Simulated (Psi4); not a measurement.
# S$_{2}$F$_{2}$: excited-state calculation (part 2 of 2)

Continued. System: S$_{2}$F$_{2}$ (Difluorodisulfane), SMILES FSSF. Method: TDDFT (mPW1PW91)/6-31+G**, RKS (Psi4 1.11). The geometry comes from this level: GFN2-xTB. The settings are looser than a standard set-up, so the numbers are not reference values.

Geometry of the input (Å):
```
F  -1.8073  -0.2217  -0.6279
S  -0.4592  0.8055  -0.6237
S  1.0556  -0.3035  -0.2178
F  1.2109  -0.2803  1.4693
```

## What the program printed, continued
```
   => Auxiliary Basis Set <=

  Basis Set: (6-31+G** AUX)
    Blend: HEAVY-AUG-CC-PVDZ-JKFIT
    Number of shells: 136
    Number of basis functions: 502
    Number of Cartesian functions: 502
    Spherical Harmonics?: false
    Max angular momentum: 3

  Cached 100.0% of DFT collocation blocks in 0.173 [GiB].

  Minimum eigenvalue in the overlap matrix is 9.8756540114E-04.
  Reciprocal condition number of the overlap matrix is 1.3541115858E-04.
    Using symmetric orthogonalization.

  ==> Pre-Iterations <==

  SCF Guess: Orbitals guess was supplied from a previous computation.

   -------------------------
    Irrep   Nso     Nmo
   -------------------------
     A         84      84
   -------------------------
    Total      84      84
   -------------------------

  ==> Iterations <==

                           Total Energy        Delta E     RMS |[F,P]|

   @DF-RKS iter   0:  -995.57483203456218   -9.95575e+02   3.74475e-02
   @DF-RKS iter   1:  -995.96368088414101   -3.88849e-01   2.41060e-03 DIIS/ADIIS
   @DF-RKS iter   2:  -995.96095749252231    2.72339e-03   2.82018e-03 DIIS/ADIIS
   @DF-RKS iter   3:  -995.98381229095503   -2.28548e-02   8.95189e-04 DIIS/ADIIS
   @DF-RKS iter   4:  -995.98579414298933   -1.98185e-03   1.12105e-04 DIIS/ADIIS
   @DF-RKS iter   5:  -995.98582866319975   -3.45202e-05   1.59303e-05 DIIS
   @DF-RKS iter   6:  -995.98582969941765   -1.03622e-06   2.54324e-06 DIIS
   @DF-RKS iter   7:  -995.98582971979454   -2.03769e-08   2.17650e-06 DIIS
   @DF-RKS iter   8:  -995.98582973374141   -1.39469e-08   7.95777e-07 DIIS
  Energy and wave function converged.

  ==> Post-Iterations <==

   Electrons on quadrature grid:
      Ntotal   =   49.9999575663 ; deviation = -4.243e-05

    Orbital Energies [Eh]
    ---------------------

    Doubly Occupied:

       1A    -89.212978     2A    -89.212834     3A    -24.838325
       4A    -24.838234     5A     -8.138421     6A     -8.138195
       7A     -6.081954     8A     -6.081730     9A     -6.076158
      10A     -6.075663    11A     -6.068736    12A     -6.068585
      13A     -1.244670    14A     -1.240615    15A     -0.897054
      16A     -0.704207    17A     -0.563652    18A     -0.514956
      19A     -0.503638    20A     -0.474731    21A     -0.474399
      22A     -0.456737    23A     -0.389401    24A     -0.329551
      25A     -0.327555

    Virtual:

      26A     -0.090896    27A     -0.084730    28A     -0.032665
      29A      0.016086    30A      0.050771    31A      0.055676
      32A      0.059314    33A      0.069247    34A      0.093493
      35A      0.093551    36A      0.131348    37A      0.212643
      38A      0.218138    39A      0.246549    40A      0.284136
      41A      0.284579    42A      0.291126    43A      0.334127
      44A      0.337101    45A      0.379709    46A      0.444348
      47A      0.465981    48A      0.480513    49A      0.481245
      50A      0.488417    51A      0.530885    52A      0.566410
      53A      0.597167    54A      0.607586    55A      0.682930
      56A      0.716646    57A      0.789606    58A      0.891491
      59A      0.893136    60A      0.934296    61A      0.938011
      62A      1.252487    63A      1.515747    64A      1.551376
      65A      1.554716    66A      1.572376    67A      1.578280
      68A      1.609548    69A      1.831485    70A      1.832685
      71A      1.833618    72A      1.848112    73A      1.911041
      74A      1.912203    75A      1.923364    76A      1.939677
      77A      1.991946    78A      2.005312    79A      2.486448
      80A      2.501212    81A      3.852923    82A      3.996148
      83A      5.100222    84A      5.145265

    Final Occupation by Irrep:
              A
    DOCC [    25 ]
    NA   [    25 ]
    NB   [    25 ]

  @DF-RKS Final Energy:  -995.98582973374141

   => Energetics <=

    Nuclear Repulsion Energy =            224.8340048360407195
    One-Electron Energy =               -1824.9080057521009621
    Two-Electron Energy =                 658.7863092549730482
    DFT Exchange-Correlation Energy =     -54.6981380726542668
    Empirical Dispersion Energy =           0.0000000000000000
    VV10 Nonlocal Energy =                  0.0000000000000000
    Total Energy =                       -995.9858297337414115

Computation Completed

Properties will be evaluated at   0.000000,   0.000000,   0.000000 [a0]

Properties computed using the SCF density matrix

 Multipole Moments:

 ------------------------------------------------------------------------------------
     Multipole            Electronic (a.u.)      Nuclear  (a.u.)        Total (a.u.)
 ------------------------------------------------------------------------------------

 L = 1.  Multiply by 2.5417464519 to convert [e a0] to [Debye]
 Dipole X            :         -7.4742835            7.8894554            0.4151719
 Dipole Y            :         -6.2930290            6.6401387            0.3471097
 Dipole Z            :         10.5479769          -11.1309025           -0.5829256
 Magnitude           :                                                    0.7953961

 ------------------------------------------------------------------------------------

	total time  =          5 seconds =       0.08 minutes

******************************************************************************************
**********                               WARNING                                **********
**********       The names of excited state variables changed between 1.5       **********
**********     and 1.6. For a quick solution, remove the symmetry specifier     **********
**********   from the variable name. For full details, see 'Notes on Psivars'   **********
**********                        in the documentation.                         **********
******************************************************************************************

         ---------------------------------------------------------
                         TDSCF excitation energies
         ---------------------------------------------------------

  ==> Options <==

     Residual threshold  : 1.0000e-04
     Initial guess       : denominators
     Reference           : RHF
     Solver type         : RPA (Hamiltonian)

  ==> Requested Excitations <==

      3 singlet states with A symmetry

  ==> Seeking the lowest 3 singlet states with A symmetry

                        Generalized Hamiltonian Solver

  ==> Options <==

    Max number of iterations        = 60
    Eigenvector tolerance           = 1.0000e-04
    Max number of expansion vectors = 600

  => Iterations <=
                              Max[D[value]]     Max[|R|]   # vectors
  HamiltonianSolver iter   1:   1.97673e-01  1.91960e-01     12
  HamiltonianSolver iter   2:   7.43298e-03  5.93843e-02     18
  HamiltonianSolver iter   3:   5.68360e-04  1.96316e-02     24
  HamiltonianSolver iter   4:   7.64988e-05  5.68991e-03     30
  HamiltonianSolver iter   5:   6.49611e-06  1.11460e-03     36
  HamiltonianSolver iter   6:   1.96304e-07  2.39153e-04     42
  HamiltonianSolver iter   7:   8.03387e-09  5.93786e-05     46      Converged

******************************************************************************************
**********                               WARNING                                **********
**********  Length-gauge rotatory strengths are **NOT** gauge-origin invariant  **********
******************************************************************************************

                                    Excitation Energy         Total Energy        Oscillator Strength             Rotatory Strength
     #   Sym: GS->ES (Trans)        au              eV              au          au (length)    au (velocity)    au (length)    au (velocity)
    ---- -------------------- --------------- --------------- --------------- --------------- --------------- --------------- ---------------
     1        A->A (1 A)       0.17036         4.63574        -995.81547       0.0000          0.0001         -0.0003         -0.0046
     2        A->A (1 A)       0.17524         4.76857        -995.81059       0.0008          0.0003         -0.0265         -0.0221
     3        A->A (1 A)       0.18963         5.16023        -995.79619       0.0037          0.0071          0.0525          0.0728

Contributing excitations and de-excitations
Only contributions with abs(coeff) > 1.00e-01 will be printed:

Excited State    1 (1 A):   0.17036 au   267.45 nm f = 0.0000
  Sums of squares: Xssq =  1.004119e+00; Yssq =  4.118967e-03; Xssq - Yssq =  1.000000e+00
     24a  ->  26a     0.756879 (57.287%)
     25a  ->  27a    -0.646525 (41.799%)

Excited State    2 (1 A):   0.17524 au   260.00 nm f = 0.0008
  Sums of squares: Xssq =  1.002361e+00; Yssq =  2.360856e-03; Xssq - Yssq =  1.000000e+00
     24a  ->  27a    -0.665235 (44.254%)
     25a  ->  26a     0.735898 (54.155%)

Excited State    3 (1 A):   0.18963 au   240.27 nm f = 0.0037
  Sums of squares: Xssq =  1.001922e+00; Yssq =  1.921891e-03; Xssq - Yssq =  1.000000e+00
     24a  ->  26a    -0.646323 (41.773%)
     25a  ->  27a    -0.758383 (57.514%)

******************************************************************************************
**********                               WARNING                                **********
**********       The names of excited state variables changed between 1.5       **********
**********     and 1.6. For a quick solution, remove the symmetry specifier     **********
**********   from the variable name. For full details, see 'Notes on Psivars'   **********
**********                        in the documentation.                         **********
******************************************************************************************

    Psi4 run time: 0:00:17.30
```

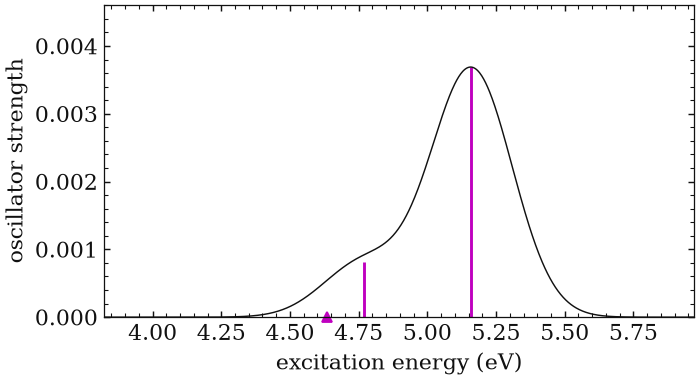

*Computed excitations as sticks (degenerate states added up, dark ones marked on the axis), with a Gaussian envelope of 0.35 eV full width at half maximum, scaled to the tallest.*

Of the 3 states the lowest lies at 4.64 eV (f = 0.000); the strongest line is at 5.16 eV, or 240 nm (f = 0.004).

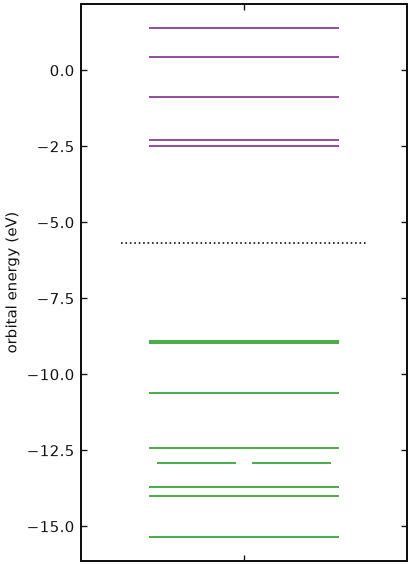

*Orbital energies near the frontier; the dotted line parts filled from empty levels, and levels within 0.02 eV of each other stand side by side.*

Highest filled −8.91 eV, lowest empty −2.47 eV, 6.44 eV apart.

## Key numbers

| quantity | value |
| --- | --- |
| outcome | converged |
| total energy | −995.985830 hartree |
| HOMO | −8.91 eV |
| LUMO | −2.47 eV |
| dipole moment | 2.02 D |
| lowest excitation | 4.64 eV |
| hardware | 1 thread of AMD EPYC (Zen 3), 192 GiB of memory available, shared host |
| wall time | 19 s |
| peak memory | 0.42 GiB |

## Notes

Settings chosen away from the usual ones: ints_tolerance set to 1e-07; basis_guess set to true. These settings are looser than, or depart from, a standard set-up, so the numbers are not reference values for this system.
